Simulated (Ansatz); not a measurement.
**CH6Sn2: density, localisation and related maps**

Input file:

```
basis:
  gaussian: {orbitals: def2-TZVPD}
crystal:
  periodic: [false, false, false]
  atoms:
    - {symbol: C, position_ang: [-1.182676, -0.041911, 0.964854]}
    - {symbol: Sn, position_ang: [1.323056, 0.122075, -2.170220]}
    - {symbol: Sn, position_ang: [-1.265692, 1.306349, -0.784586]}
    - {symbol: H, position_ang: [1.476119, -1.008018, -0.802882]}
    - {symbol: H, position_ang: [-2.124927, -0.612680, 1.019770]}
    - {symbol: H, position_ang: [-0.606536, -0.065316, -2.052521]}
    - {symbol: H, position_ang: [0.702706, 1.477019, -0.924556]}
    - {symbol: H, position_ang: [-0.336171, -0.741347, 0.926228]}
    - {symbol: H, position_ang: [-1.109458, 0.568139, 1.880913]}
output: {forces: true, orbitals: {seedname: orbitals}}
magnetization: {spin_polarized: false}
hamiltonian: {xc: {name: PBE0}}
total_charge: 0
```

Launched as:

```sh
ansatz run input.yaml --threads 1 --pin off --max-ram 2610MiB --events-out events.jsonl --progress --plain --runs-dir runs
```

Geometry: r2SCAN-D4/def2-SVP; core potentials replace the inner electrons of Sn.

These are results of Ansatz 0.2.0, isolated molecule in a Gaussian basis; Kohn-Sham density functional theory, functional PBE0, not measurements.

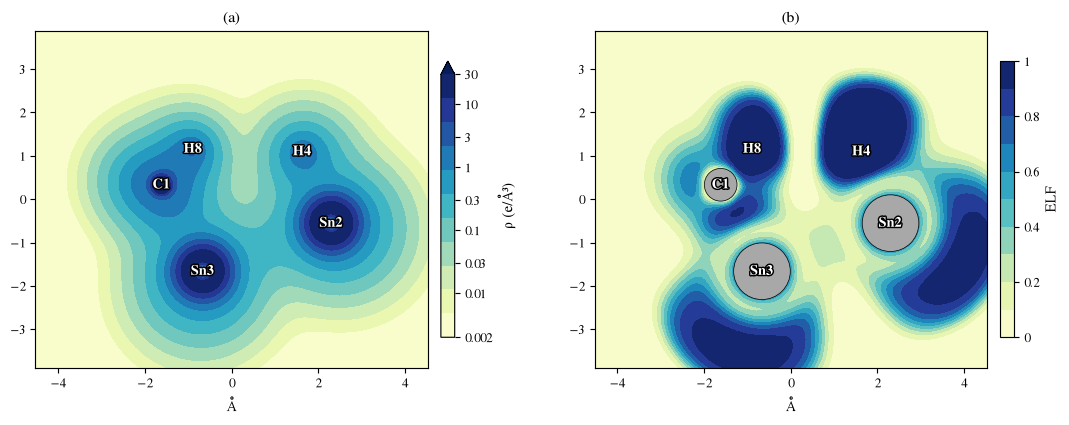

Figure 1. (a) electron density; (b) ELF on the plane of atoms Sn3, C1 and H8. Grey discs cover the atomic cores in the ELF map.

### Interpret the plot.

Atoms in the plane: C, Sn and H.
C–Sn (2.21 Å): ρ at the midpoint is about 0.64 e/Å³; the ELF peaks at about 0.90 in the valence shell of C, 0.7 Å from its nucleus, and drops to about 0.20 between the two atoms.
C–H (1.10 Å): ρ is about 1.9 e/Å³ halfway; the ELF climbs to about 1 towards the hydrogen, as it does in any bond to H: a covalent bond by its length.
Sn–H (1.78 Å): ρ is about 0.97 e/Å³ halfway; the ELF climbs to about 1 towards the hydrogen.

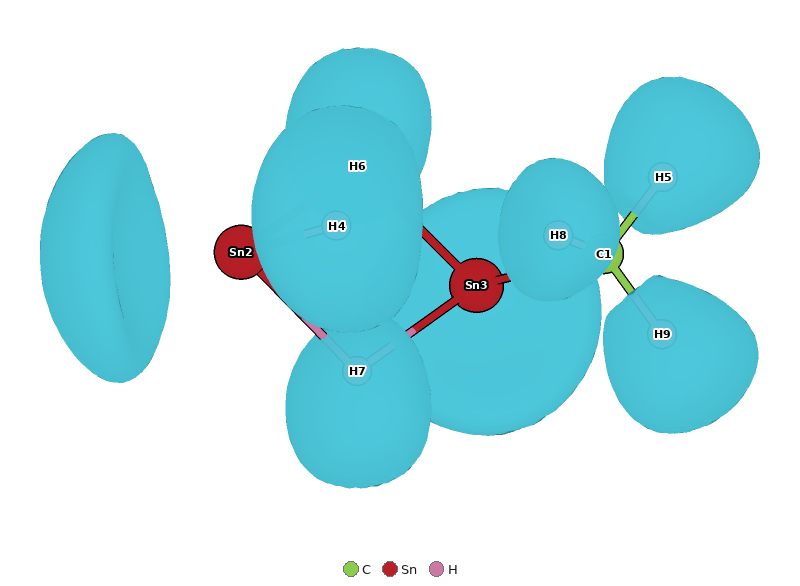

Figure 2. Isosurface of the electron localisation function at 0.85 (cyan), seen from one side. Core shells and regions of very low density are left out.

### What do the ELF domains correspond to?

The ELF exceeds this value in six regions around hydrogen nuclei, one lobe of the valence shell of C pointing towards Sn (polar bonds) and two lobes on Sn, pointing away from the bonds (lone pairs).

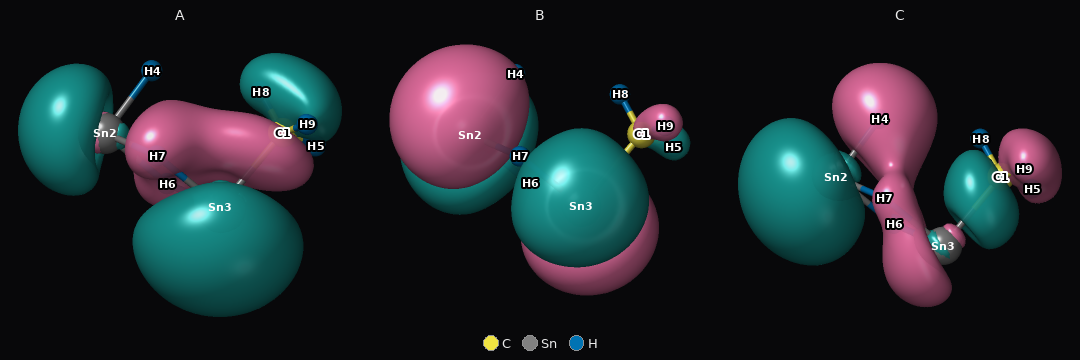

Figure 3. Three frontier orbitals at ±0.06 Å⁻³ᐟ² (teal and pink are the two phases), in no order.

### Order the three orbitals by energy and name them.

C is the HOMO−1 (−6.70 eV). By Hirshfeld shares it lies mainly on Sn2 (about 55 %), H4 (about 20 %), C1 (about 10 %) and Sn3 (about 10 %). A is the HOMO (−6.37 eV). By Hirshfeld shares it lies mainly on Sn3 (about 55 %), Sn2 (about 15 %) and C1 (about 15 %). B is the LUMO (−2.35 eV). Its weight (Hirshfeld) is mainly on Sn2 (about 45 %) and Sn3 (about 45 %).

### What is the HOMO–LUMO gap?

4.02 eV between the orbital energies.
